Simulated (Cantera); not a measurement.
Input: 1 mol TiO2, a varied amount of H2, equilibrated at 1875 K and 75.0 Torr.

Cantera equilibrium calculation (NASA polynomials, part measured and part estimated; ideal gas, pure solids and liquids). Candidate condensed phases: H2O, Ti, TiO, TiO2, Ti2O3, Ti3O5, Ti4O7; 12 gas species. Mutual solubility and eutectic melting of coexisting phases are not modelled. The numbers say what is thermodynamically allowed, not how fast it happens.

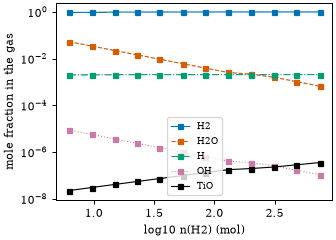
Figure. Equilibrium gas composition (values under 1e-9 drawn at 1e-9)

From 6.2 mol H2 to 130 mol H2 the condensed part is Ti3O5(s). At 200 mol H2 the condensed part is Ti2O3(s) + Ti3O5(s). From 310 mol H2 to 750 mol H2 the condensed part is Ti2O3(s). The main Ti-bearing gas is TiO2 at 6.2 mol H2 and TiO at 750 mol H2.
